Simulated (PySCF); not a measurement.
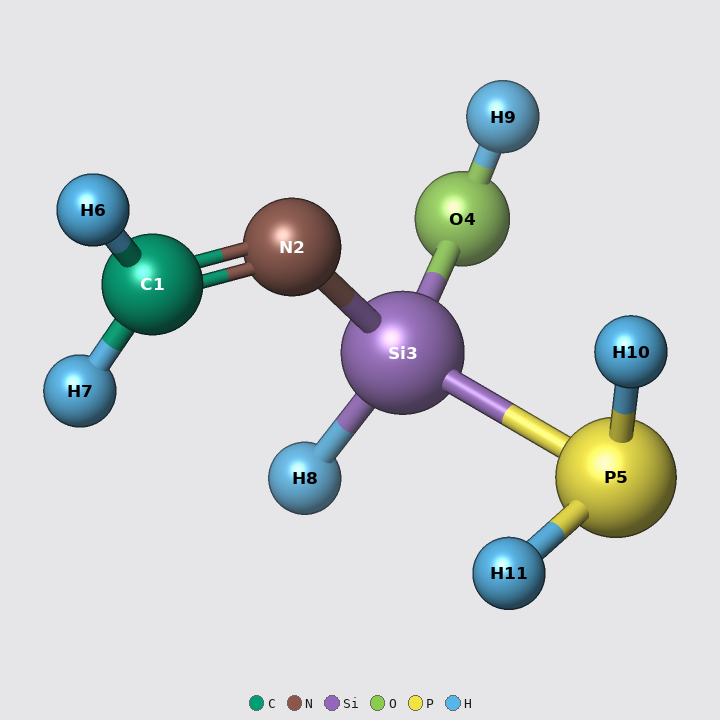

Numbered structure. The computed structure is the end point of a PBE0-D3(BJ)/def2-SVP optimisation. No frequency run is at hand to confirm it as a minimum.

What are the angles N2–C1–H6, N2–C1–H7, C1–N2–Si3, N2–Si3–O4, N2–Si3–P5, N2–Si3–H8, O4–Si3–P5, O4–Si3–H8, P5–Si3–H8, Si3–O4–H9, Si3–P5–H10, Si3–P5–H11?

```
     angle  degrees
  N2–C1–H6    120.6
  N2–C1–H7    124.5
 C1–N2–Si3    126.2
 N2–Si3–O4    107.8
 N2–Si3–P5    108.2
 N2–Si3–H8    113.7
 O4–Si3–P5    112.2
 O4–Si3–H8    106.2
 P5–Si3–H8    108.8
 Si3–O4–H9    115.8
Si3–P5–H10     92.8
Si3–P5–H11     91.5
```
